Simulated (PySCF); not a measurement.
# Spin–spin coupling calculation of C4H10O2Si

- system: C4H10O2Si, SMILES C[Si](C)(C)OC=O
- method: PBE0/6-311+G(2d,p) indirect spin-spin coupling, non-relativistic, gas phase (PySCF 2.14.0)

The geometry comes from this level: GFN2-xTB. Figures and captions count atoms from 1; the log counts them from 0 in places.

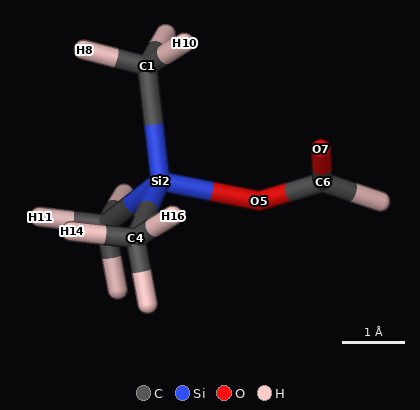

**Figure 1.** The structure (stick view, seen at a tilt; atoms are numbered from 1 in the order of the input). Bond lengths as drawn: C–H 1.08 to 1.11 Å, C–O 1.20 to 1.30 Å, C–Si 1.90 Å and O–Si 1.70 Å.

Summary:

```csv
quantity,value
outcome,converged
total energy,−598.103918 hartree
HOMO,−8.13 eV
LUMO,−0.04 eV
dipole moment,2.24 D
hardware,"1 CPU thread, shared host"
wall time,75 s
peak memory,1.1 GiB
```

Remarks:

Settings chosen away from the usual ones: PBE0/6-311+G(2d,p).

Input:
```
{"job": {"kind": "j", "xc": "PBE0", "basis": "6-311+G(2d,p)"}, "charge": 0, "multiplicity": 1}
C     -0.669345     1.662465     0.538818
Si    -0.230396    -0.094862    -0.038674
C     -1.609044    -0.903403    -1.061845
C      0.373115    -1.193857     1.390738
O      1.001709     0.007391    -1.204978
C      2.187298     0.505757    -0.987664
O      2.587208     0.960063     0.043236
H     -1.499437     1.660361     1.237640
H     -0.946818     2.294652    -0.300820
H      0.179245     2.127260     1.033041
H     -2.495217    -1.047629    -0.454257
H     -1.309001    -1.874390    -1.442809
H     -1.889293    -0.290870    -1.912829
H     -0.402837    -1.347507     2.133805
H      0.685394    -2.171639     1.032145
H      1.225011    -0.739265     1.889038
H      2.805409     0.457504    -1.904495
```

The first line tells a small driver script what to run in PySCF; the rest is the geometry in Å.

Launched with:
```bash
OMP_NUM_THREADS=1 python <driver script> task.json out
```

Log:
```
coarse grid: 14344 points
cycle   1  E = -597.8976413797  dE =  7.691e-01  |g| = 1.020e+00  |ddm| = 3.349e+00
cycle   2  E = -597.5884704866  dE =  3.092e-01  |g| = 1.648e+00  |ddm| = 1.878e+00
cycle   3  E = -598.0806550786  dE = -4.922e-01  |g| = 3.090e-01  |ddm| = 1.359e+00
cycle   4  E = -598.0979483400  dE = -1.729e-02  |g| = 8.149e-02  |ddm| = 2.332e-01
cycle   5  E = -598.0988455837  dE = -8.972e-04  |g| = 3.466e-02  |ddm| = 6.634e-02
cycle   6  E = -598.0990837212  dE = -2.381e-04  |g| = 4.181e-03  |ddm| = 2.129e-02
cycle   7  E = -598.0990871411  dE = -3.420e-06  |g| = 1.070e-03  |ddm| = 4.227e-03
final grid: 132896 points
cycle   8  E = -598.1038836321  dE = -5.031e-05  |g| = 1.337e-02  |ddm| = 4.983e-02
cycle   9  E = -598.1038455839  dE =  3.805e-05  |g| = 1.963e-02  |ddm| = 2.073e-02
cycle  10  E = -598.1039163264  dE = -7.074e-05  |g| = 2.904e-03  |ddm| = 1.298e-02
cycle  11  E = -598.1039178920  dE = -1.566e-06  |g| = 5.336e-04  |ddm| = 1.991e-03
cycle  12  E = -598.1039179292  dE = -3.720e-08  |g| = 2.575e-04  |ddm| = 4.367e-04
cycle  13  E = -598.1039179423  dE = -1.304e-08  |g| = 1.910e-05  |ddm| = 1.881e-04
cycle  14  E = -598.1039179424  dE = -7.799e-11  |g| = 6.849e-06  |ddm| = 2.537e-05
```

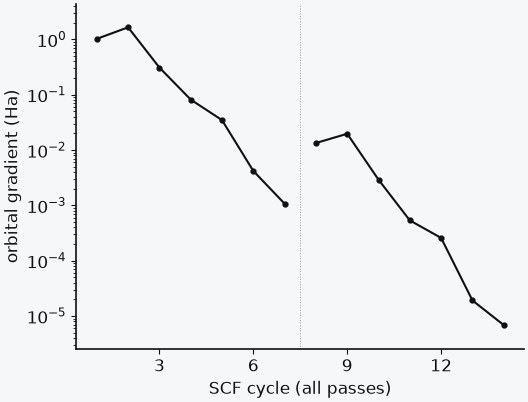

**Figure 2.** Convergence of the self-consistent field: orbital gradient against the SCF cycle. The dotted line marks the change from a coarse to the final integration grid. The first 7 cycles use a coarse grid, the final grid takes over at cycle 8, and the field converges after 14 cycles in all.

```
converged SCF energy = -598.1039179424

Indirect spin-spin couplings (Hz)
  i      j    bonds     total        FC       PSO       DSO        SD
  0 C    1 Si   1    -49.222   -50.279     2.362    -0.113    -1.192
  0 C    2 C    2      4.434     4.604    -0.151    -0.019         -
  0 C    3 C    2      4.784     4.944    -0.144    -0.015         -
  0 C    4 O    2     -0.023    -0.141     0.116     0.003         -
  0 C    5 C    3      0.017     0.043    -0.018    -0.008         -
  0 C    6 O    4     -0.334    -0.382     0.062    -0.014         -
  0 C    7 H    1    110.358   107.934     1.714     0.710         -
  0 C    8 H    1    110.902   108.509     1.666     0.728         -
  0 C    9 H    1    114.553   112.330     1.480     0.743         -
  0 C   10 H    3     -0.460    -0.418    -0.008    -0.035         -
  0 C   11 H    3      4.146     4.299     0.235    -0.387         -
  0 C   12 H    3      0.035     0.072    -0.032    -0.005         -
  0 C   13 H    3     -0.464    -0.430    -0.004    -0.030         -
  0 C   14 H    3      4.143     4.287     0.239    -0.383         -
  0 C   15 H    3     -0.116    -0.081    -0.047     0.012         -
  0 C   16 H    4      0.495     0.550     0.233    -0.288         -
  1 Si   2 C    1    -52.775   -53.775     2.326    -0.109    -1.217
  1 Si   3 C    1    -49.144   -50.200     2.362    -0.113    -1.193
  1 Si   4 O    1    -30.485   -27.615    -3.910     0.082     0.959
  1 Si   5 C    2      3.711     3.686     0.016     0.023    -0.014
  1 Si   6 O    3      1.579     1.320     0.150     0.002     0.107
  1 Si   7 H    2      2.535     2.492     0.219     0.021    -0.197
  1 Si   8 H    2      7.806     7.618     0.313     0.016    -0.142
  1 Si   9 H    2      8.454     8.275     0.332    -0.002    -0.151
  1 Si  10 H    2      3.064     3.034     0.217     0.016    -0.204
  1 Si  11 H    2      8.016     7.844     0.284     0.033    -0.144
  1 Si  12 H    2      8.015     7.842     0.284     0.033    -0.144
  1 Si  13 H    2      2.557     2.514     0.219     0.021    -0.197
  1 Si  14 H    2      7.784     7.598     0.312     0.017    -0.142
  1 Si  15 H    2      8.496     8.316     0.333    -0.002    -0.150
  1 Si  16 H    3     -7.475    -7.418    -0.354     0.368    -0.071
  2 C    3 C    2      4.416     4.586    -0.151    -0.019         -
  2 C    4 O    2     -7.845    -7.970     0.144    -0.020         -
  2 C    5 C    3      2.180     2.167     0.090    -0.077         -
  2 C    7 H    3     -0.527    -0.483     0.007    -0.050         -
  2 C    8 H    3      0.045     0.082    -0.034    -0.002         -
  2 C    9 H    3      4.485     4.637     0.230    -0.383         -
  2 C   10 H    1    107.793   105.343     1.749     0.701         -
  2 C   11 H    1    112.758   110.413     1.633     0.712         -
  2 C   12 H    1    112.746   110.401     1.634     0.712         -
  2 C   13 H    3     -0.528    -0.484     0.006    -0.050         -
  2 C   14 H    3      0.035     0.071    -0.033    -0.003         -
  2 C   15 H    3      4.468     4.620     0.230    -0.383         -
  2 C   16 H    4      0.239     0.277     0.204    -0.243         -
  3 C    4 O    2     -0.013    -0.131     0.116     0.003         -
  3 C    5 C    3      0.015     0.041    -0.018    -0.008         -
  3 C    6 O    4     -0.338    -0.387     0.062    -0.013         -
  3 C    7 H    3     -0.462    -0.428    -0.004    -0.030         -
  3 C    8 H    3      4.139     4.283     0.239    -0.384         -
  3 C    9 H    3     -0.122    -0.087    -0.046     0.011         -
  3 C   10 H    3     -0.455    -0.413    -0.008    -0.034         -
  3 C   11 H    3      0.026     0.063    -0.032    -0.006         -
  3 C   12 H    3      4.134     4.287     0.235    -0.387         -
  3 C   13 H    1    110.415   107.992     1.713     0.709         -
  3 C   14 H    1    111.055   108.665     1.663     0.727         -
  3 C   15 H    1    114.518   112.295     1.481     0.743         -
  3 C   16 H    4      0.494     0.549     0.233    -0.288         -
  4 O    5 C    1     30.870    24.188     6.859    -0.177         -
  4 O    7 H    3     -1.410    -1.531    -0.100     0.221         -
  4 O    8 H    3     -0.137    -0.088    -0.015    -0.034         -
  4 O    9 H    3      0.362     0.308     0.037     0.017         -
  4 O   10 H    3     -6.760    -6.847    -0.109     0.196         -
  4 O   11 H    3      0.273     0.310     0.050    -0.088         -
  4 O   12 H    3      0.280     0.317     0.050    -0.087         -
  4 O   13 H    3     -1.407    -1.528    -0.100     0.221         -
  4 O   14 H    3     -0.130    -0.081    -0.015    -0.034         -
  4 O   15 H    3      0.365     0.311     0.037     0.017         -
  4 O   16 H    2    -34.974   -35.774     0.717     0.083         -
  5 C    6 O    1     28.895    15.831    13.162    -0.099         -
  5 C    7 H    4     -0.200    -0.091     0.219    -0.328         -
  5 C   10 H    4      0.866     0.957     0.278    -0.369         -
  5 C   11 H    4     -0.268    -0.235     0.183    -0.215         -
  5 C   12 H    4     -0.268    -0.236     0.183    -0.216         -
  5 C   13 H    4     -0.202    -0.092     0.219    -0.328         -
  5 C   16 H    1    192.154   191.683    -0.870     1.341         -
  6 O    9 H    5     -0.506    -0.428     0.135    -0.213         -
  6 O   15 H    5     -0.508    -0.430     0.135    -0.213         -
  6 O   16 H    2     -8.780   -10.511     1.350     0.381         -
  7 H    8 H    2    -14.918   -15.063     2.466    -2.321         -
  7 H    9 H    2    -15.029   -15.158     2.405    -2.276         -
  7 H   10 H    4      0.299     0.226    -0.468     0.541         -
  7 H   11 H    4     -0.486    -0.188     0.992    -1.290         -
  7 H   13 H    4      0.325     0.242    -0.500     0.583         -
  7 H   14 H    4     -0.432    -0.141     0.976    -1.268         -
  7 H   16 H    5      0.313     0.573     1.210    -1.470         -
  8 H    9 H    2    -14.713   -14.849     2.311    -2.175         -
  8 H   11 H    4     -0.443    -0.168     0.946    -1.221         -
  8 H   13 H    4     -0.434    -0.142     0.976    -1.268         -
  8 H   14 H    4      1.660     2.072     1.228    -1.640         -
  8 H   15 H    4     -0.433    -0.156     0.937    -1.215         -
  9 H   10 H    4     -0.486    -0.187     0.966    -1.264         -
  9 H   11 H    4      1.562     1.975     1.217    -1.629         -
  9 H   12 H    4     -0.437    -0.162     0.916    -1.191         -
  9 H   14 H    4     -0.436    -0.159     0.937    -1.214         -
 10 H   11 H    2    -14.765   -14.899     2.506    -2.371         -
 10 H   12 H    2    -14.772   -14.907     2.506    -2.370         -
 10 H   13 H    4      0.299     0.225    -0.471     0.546         -
 10 H   15 H    4     -0.482    -0.183     0.965    -1.263         -
 10 H   16 H    5      0.155     0.387     1.042    -1.275         -
 11 H   12 H    2    -14.646   -14.782     2.447    -2.311         -
 11 H   15 H    4     -0.441    -0.165     0.917    -1.193         -
 12 H   13 H    4     -0.487    -0.189     0.990    -1.289         -
 12 H   14 H    4     -0.446    -0.171     0.947    -1.222         -
 12 H   15 H    4      1.550     1.963     1.217    -1.629         -
 13 H   14 H    2    -14.892   -15.037     2.467    -2.323         -
 13 H   15 H    2    -15.002   -15.132     2.405    -2.276         -
 13 H   16 H    5      0.312     0.572     1.210    -1.469         -
 14 H   15 H    2    -14.693   -14.829     2.311    -2.176         -
```
